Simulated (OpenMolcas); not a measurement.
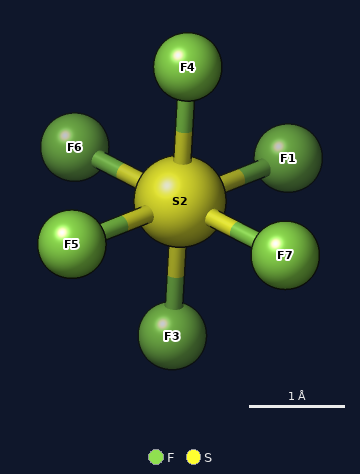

The input geometry (ball-and-stick view, seen at a tilt; atoms are numbered from 1 in the order of the input). Bond lengths as drawn: F–S 1.59 Å.

## Single-point calculation of SF₆ (charge +1) (part 1 of 3)

- system: SF₆, charge +1, multiplicity 2
- method: ROMP2/cc-pVTZ, ROHF (OpenMolcas 26.06)

The geometry is that of the parent species in another charge or spin state. The geometry comes from this level: GFN2-xTB.

The program's output
```
--- Start Module: gateway ---

                                              &GATEWAY

                       available to each process: 1.9 GB of memory, 1 thread

 Basis Set     1 Label: F.CC-PVTZ
 Basis set is read from library:.
 basistype.tbl is not found

 Basis Set     2 Label: S.CC-PVTZ
 Basis set is read from library:.
 basistype.tbl is not found

 Basis Set     3 Label: F.CC-PVTZ
 Basis set is read from library:.
 basistype.tbl is not found

++    Symmetry information:
      ---------------------

                    Character Table for C1

                             E
                    a        1  x, y, xy, Rz, z, xz, Ry, yz, Rx, I
--

++    Basis set information:
      ----------------------

      Basis set label: F.CC-PVTZ.........

      Electronic valence basis set:
      ------------------
      Associated Effective Charge   9.000000 au
      Associated Actual Charge      9.000000 au
      Nuclear Model: Point charge

      Shell  nPrim  nBasis  Cartesian Spherical Contaminant
         s      10       4        X
         p       5       3        X
         d       2       2                 X
         f       1       1                 X

      Basis set label: S.CC-PVTZ.........

      Electronic valence basis set:
      ------------------
      Associated Effective Charge  16.000000 au
      Associated Actual Charge     16.000000 au
      Nuclear Model: Point charge

      Shell  nPrim  nBasis  Cartesian Spherical Contaminant
         s      15       5        X
         p       9       4        X
         d       2       2                 X
         f       1       1                 X

      Basis set label: F.CC-PVTZ.........

      Electronic valence basis set:
      ------------------
      Associated Effective Charge   9.000000 au
      Associated Actual Charge      9.000000 au
      Nuclear Model: Point charge

      Shell  nPrim  nBasis  Cartesian Spherical Contaminant
         s      10       4        X
         p       5       3        X
         d       2       2                 X
         f       1       1                 X
--

++    Molecular structure info:
      -------------------------

                    ************************************************
                    **** Cartesian Coordinates / bohr, angstrom ****
                    ************************************************

     Center  Label                x              y              z                     x              y              z
        1      F1              -1.087235      -2.512807       1.240605             -0.575340      -1.329720       0.656500
        2      S2              -0.000038       0.000113       0.000038             -0.000020       0.000060       0.000020
        3      F3               2.236245       0.024264       2.006662              1.183370       0.012840       1.061880
        4      F4              -2.234790      -0.023981      -2.007947             -1.182600      -0.012690      -1.062560
        5      F5               1.085137       2.512807      -1.239415              0.574230       1.329720      -0.655870
        6      F6              -1.687374       1.649769       1.860284             -0.892920       0.873020       0.984420
        7      F7               1.688055      -1.650147      -1.860228              0.893280      -0.873220      -0.984390

                    ***************************************
                    *    InterNuclear Distances / bohr    *
                    ***************************************

               1 F1            2 S2            3 F3            4 F4            5 F5            6 F6
    1 F1       0.000000
    2 S2       3.005956        0.000000
    3 F3       4.250775        3.004678        0.000000
    4 F4       4.250204        3.004447        6.009124        0.000000
    5 F5       6.010532        3.004576        4.249107        4.248276        0.000000
    6 F6       4.251024        3.004827        4.249527        4.250214        4.247327        0.000000
    7 F7       4.249892        3.005595        4.249353        4.249111        4.251952        6.010422

               7 F7
    7 F7       0.000000

                    *******************************************
                    *    InterNuclear Distances / angstrom    *
                    *******************************************

               1 F1            2 S2            3 F3            4 F4            5 F5            6 F6
    1 F1       0.000000
    2 S2       1.590683        0.000000
    3 F3       2.249414        1.590007        0.000000
    4 F4       2.249111        1.589885        3.179892        0.000000
    5 F5       3.180636        1.589953        2.248531        2.248091        0.000000
    6 F6       2.249545        1.590086        2.248753        2.249116        2.247589        0.000000
    7 F7       2.248946        1.590492        2.248661        2.248533        2.250036        3.180578

               7 F7
    7 F7       0.000000
--

            Nuclear Potential Energy            556.67242055 au

--- Stop Module: gateway /rc=_RC_ALL_IS_WELL_ ---

--- Start Module: seward ---

                                              &SEWARD

                       available to each process: 1.9 GB of memory, 1 thread

               SEWARD will generate:
                  Multipole Moment integrals up to order  2
                  Kinetic Energy integrals
                  Nuclear Attraction integrals (point charge)
                  One-Electron Hamiltonian integrals
                  Velocity integrals
                  Orbital angular momentum around ( -0.0000   0.0000   0.0000 )
                  Velocity quadrupole around ( -0.0000   0.0000   0.0000 )
                  RI decomposed two-electron repulsion integrals stored Cholesky style
                   - acCD auxiliary basis
                   - CD Threshold:   1.00E-04

                   Integrals are discarded if absolute value <: 1.00E-14
                   Integral cutoff threshold is set to       <: 1.00E-16

            Nuclear Potential Energy            556.67242055 au

      Basis set specifications :
      Symmetry species         a
      Basis functions          214

--- Stop Module: seward /rc=_RC_ALL_IS_WELL_ ---
--- Module seward spent 7 seconds ---

--- Start Module: scf ---

                                                &SCF

                       available to each process: 1.9 GB of memory, 1 thread

++    Input section:
      --------------

      Header of the integral files:

      Cartesian coordinates in angstrom:
      -----------------------------------------------------
      No.  Label        X            Y            Z
      -----------------------------------------------------
       1   F1        -0.57534000  -1.32972000   0.65650000
       2   S2        -0.00002000   0.00006000   0.00002000
       3   F3         1.18337000   0.01284000   1.06188000
       4   F4        -1.18260000  -0.01269000  -1.06256000
       5   F5         0.57423000   1.32972000  -0.65587000
       6   F6        -0.89292000   0.87302000   0.98442000
       7   F7         0.89328000  -0.87322000  -0.98439000
      -----------------------------------------------------
      Nuclear repulsion energy =  556.67242055
--

++    Orbital specifications:
      -----------------------

      Symmetry species               1
                                     a
      Frozen orbitals                0
      Start temperature = 0.500
      End temperature   = 0.010
      Temperature Factor= 0.460
      Deleted orbitals               0
      Total number of orbitals     214
      Number of basis functions    214
--

      Molecular charge                           1.000

++    Optimization specifications:
      ----------------------------

      SCF Algorithm: LK-RI/DF USCF
      LK screening threshold:                     4.50E-02
      Local-Exchange (LK) algorithm.
       - the density matrix is decomposed
      The actual AO density is used
      Number of density matrices in core                 5
      Maximum number of NDDO SCF iterations            400
      Maximum number of HF SCF iterations              400
      Threshold for SCF energy change             1.00E-09
      Threshold for density matrix                1.00E-04
      Threshold for Fock matrix                   1.50E-04
      Threshold for linear dependence             1.00E-09
      Threshold at which DIIS is turned on        1.50E-01
      Maximum depth in the DIIS procedure                5
      Maximum depth in the BFGS Hessian update          30
      Threshold at which QNR/C2DIIS is turned on  7.50E-02
      Threshold for Norm(delta) (QNR/C2DIIS)      1.00E-03
      All orbitals punched on: UHFORB
--

      Input vectors read from INPORB
      Orbital file label: *Guess orbitals

++ Convergence information
                               UHF SCF        iterations: Energy and convergence statistics

Iter     Tot. SCF        One-elec.       Two-elec.     Energy      Max Dij or  Max Fij      DNorm      TNorm      AccCon     Time
         Energy          Energy          Energy        Change      Delta Norm                                                in Sec.
   1  -987.854136054 -2470.782081932   926.255525328   0.00E+00    1.49E-01*   1.82E+00*    1.38E+01   4.17E+02   None         7.
   2  -990.244862105 -2465.550650014   918.633367358  -2.39E+00*   5.95E-02*   6.46E-02*    1.39E+01   4.15E+02   EDIIS        5.
   3  -993.135081696 -2470.228775824   920.421273577  -2.89E+00*   9.43E-02*   8.16E-02*    1.23E+01   4.16E+02   EDIIS        4.
   4  -993.470786031 -2470.322327500   920.179120919  -3.36E-01*   8.92E-02*   6.31E-02*    1.24E+01   4.16E+02   EDIIS        3.
   5  -993.517065012 -2470.549941891   920.360456328  -4.63E-02*   3.19E-02*   3.94E-02*    1.25E+01   4.16E+02   EDIIS        2.
   6  -993.533887004 -2470.584736628   920.378429073  -1.68E-02*   2.98E-02*   2.77E-02*    1.25E+01   4.16E+02   EDIIS        2.
   7  -993.536060317 -2470.480960209   920.272479342  -2.17E-03*   1.50E-02*   1.86E-02*    1.25E+01   4.16E+02   EDIIS        2.
   8  -993.635766634 -2470.565184521   920.256997336  -9.97E-02*   9.41E-02*   7.85E-02*    1.26E+01   4.16E+02   EDIIS        2.
   9  -993.654801135 -2470.582642211   920.255420526  -1.90E-02*   3.44E-02*   6.38E-02*    1.26E+01   4.16E+02   EDIIS        3.
  10  -993.659125998 -2470.611590416   920.280043867  -4.32E-03*   3.69E-02*   4.22E-02*    1.26E+01   4.16E+02   EDIIS        3.

       Fermi aufbau procedure completed!
      nOcc(alpha)=   35
      nOcc(beta) =   34

  11  -993.660635934 -2470.600871530   920.267815045  -1.51E-03*   9.57E-03*   4.44E-03*    1.26E+01   4.16E+02   c2DIIS       2.
  12  -993.661655451 -2470.604845008   920.270769006  -1.02E-03*   1.58E-02*   2.31E-03*    1.26E+01   4.16E+02   QNRc2DIIS    2.
  13  -993.661753863 -2470.606919759   920.272745345  -9.84E-05*   6.75E-02*   2.17E-03*    1.26E+01   4.16E+02   QNRc2DIIS    2.
  14  -993.661972442 -2470.608058764   920.273665771  -2.19E-04*   1.57E-01*   4.16E-03*    1.26E+01   4.16E+02   QNRc2DIIS    2.
  15  -993.662514525 -2470.614810235   920.279875159  -5.42E-04*   8.81E-02*   1.05E-02*    1.26E+01   4.16E+02   QNRc2DIIS    2.
  16  -993.664581305 -2470.616445980   920.279444125  -2.07E-03*   1.05E-01*   1.38E-02*    1.26E+01   4.16E+02   QNRc2DIIS    2.
  17  -993.667012136 -2470.625212980   920.285780293  -2.43E-03*   1.29E-01*   1.76E-02*    1.26E+01   4.16E+02   QNRc2DIIS    2.
  18  -993.670555453 -2470.636841151   920.293865146  -3.54E-03*   1.52E-01*   2.15E-02*    1.26E+01   4.16E+02   QNRc2DIIS    2.
  19  -993.675480254 -2470.656483568   920.308582763  -4.92E-03*   1.67E-01*   2.45E-02*    1.26E+01   4.16E+02   QNRc2DIIS    2.
  20  -993.681511610 -2470.682516930   920.328584769  -6.03E-03*   1.69E-01*   2.57E-02*    1.26E+01   4.16E+02   QNRc2DIIS    2.
  21  -993.687884591 -2470.715483553   920.355178412  -6.37E-03*   1.59E-01*   2.43E-02*    1.26E+01   4.16E+02   QNRc2DIIS    2.
  22  -993.693866872 -2470.750961640   920.384674217  -5.98E-03*   6.80E-02*   2.10E-02*    1.26E+01   4.16E+02   QNRc2DIIS    2.
  23  -993.696417047 -2470.768020777   920.399183180  -2.55E-03*   6.80E-02*   1.97E-02*    1.26E+01   4.16E+02   QNRc2DIIS    2.
  24  -993.698913732 -2470.784980714   920.413646431  -2.50E-03*   6.61E-02*   1.79E-02*    1.26E+01   4.16E+02   QNRc2DIIS    2.
  25  -993.701287116 -2470.801613875   920.427906208  -2.37E-03*   6.38E-02*   1.79E-02*    1.26E+01   4.16E+02   QNRc2DIIS    2.
  26  -993.703520944 -2470.817874704   920.441933209  -2.23E-03*   7.77E-02*   1.81E-02*    1.26E+01   4.16E+02   QNRc2DIIS    2.
  27  -993.706110521 -2470.837374445   920.458843374  -2.59E-03*   7.05E-02*   1.80E-02*    1.26E+01   4.16E+02   QNRc2DIIS    2.
  28  -993.708380984 -2470.854912166   920.474110632  -2.27E-03*   6.45E-02*   1.75E-02*    1.26E+01   4.16E+02   QNRc2DIIS    2.
  29  -993.710385127 -2470.870726978   920.487921301  -2.00E-03*   1.16E+00*   1.67E-02*    1.26E+01   4.16E+02   QNRc2DIIS    2.
  30  -993.671500796 -2471.121770414   920.777849067   3.89E-02*   5.49E-01*   6.14E-02*    1.27E+01   4.16E+02   QNRc2DIIS    2.
  31  -993.716735591 -2471.020417020   920.631260878  -4.52E-02*   2.35E-01*   1.82E-02*    1.27E+01   4.16E+02   QNRc2DIIS    2.
  32  -993.718480938 -2470.967996411   920.577094922  -1.75E-03*   3.23E-01*   6.32E-03*    1.27E+01   4.16E+02   QNRc2DIIS    2.
  33  -993.711930079 -2470.884125111   920.499774481   6.55E-03*   1.27E-01*   1.55E-02*    1.26E+01   4.16E+02   QNRc2DIIS    2.
  34  -993.715413644 -2470.897514416   920.509680222  -3.48E-03*   1.01E-01*   1.32E-02*    1.27E+01   4.16E+02   QNRc2DIIS    2.
  35  -993.717798894 -2470.919183387   920.528963942  -2.39E-03*   8.76E-02*   1.01E-02*    1.27E+01   4.16E+02   QNRc2DIIS    2.
  36  -993.719114816 -2470.930431605   920.538896238  -1.32E-03*   1.11E-01*   6.68E-03*    1.27E+01   4.16E+02   QNRc2DIIS    2.
  37  -993.720187895 -2470.923279050   920.530670605  -1.07E-03*   4.81E-02*   4.06E-03*    1.27E+01   4.16E+02   QNRc2DIIS    2.
  38  -993.719854899 -2470.930776973   920.538501523   3.33E-04*   1.97E-01*   5.23E-03*    1.27E+01   4.16E+02   QNRc2DIIS    2.
  39  -993.720507091 -2470.974437491   920.581509849  -6.52E-04*   9.08E-02*   5.18E-03*    1.27E+01   4.16E+02   QNRc2DIIS    2.
  40  -993.720819331 -2470.962306259   920.569066378  -3.12E-04*   6.33E-02*   1.33E-03*    1.27E+01   4.16E+02   QNRc2DIIS    2.
  41  -993.720873076 -2470.966006612   920.572712985  -5.37E-05*   1.70E-02*   1.47E-03*    1.27E+01   4.16E+02   QNRc2DIIS    3.
  42  -993.720898865 -2470.967259070   920.573939654  -2.58E-05*   1.39E-02*   4.35E-04*    1.27E+01   4.16E+02   QNRc2DIIS    2.
  43  -993.720903868 -2470.965975315   920.572650896  -5.00E-06*   8.92E-03*   3.80E-04*    1.27E+01   4.16E+02   QNRc2DIIS    2.
  44  -993.720906881 -2470.965283112   920.571955680  -3.01E-06*   1.22E-03*   5.98E-05     1.27E+01   4.16E+02   QNRc2DIIS    2.
  45  -993.720907027 -2470.965563368   920.572235790  -1.46E-07*   5.99E-04    5.05E-05     1.27E+01   4.16E+02   QNRc2DIIS    2.
  46  -993.720907109 -2470.965631865   920.572304205  -8.25E-08*   4.59E-04    2.33E-05     1.27E+01   4.16E+02   QNRc2DIIS    3.
  47  -993.720907134 -2470.965543788   920.572216104  -2.42E-08*   2.27E-04    9.80E-06     1.27E+01   4.16E+02   QNRc2DIIS    2.
  48  -993.720907138 -2470.965632793   920.572305104  -4.93E-09*   8.26E-05    5.37E-06     1.27E+01   4.16E+02   QNRc2DIIS    3.
  49  -993.720907140 -2470.965589362   920.572261672  -1.08E-09*   2.96E-05    3.07E-06     1.27E+01   4.16E+02   QNRc2DIIS    3.
  50  -993.720907140 -2470.965568090   920.572240400  -2.24E-10    2.13E-05    1.35E-06     1.27E+01   4.16E+02   QNRc2DIIS    3.

       Convergence after  50 Iterations
--
```
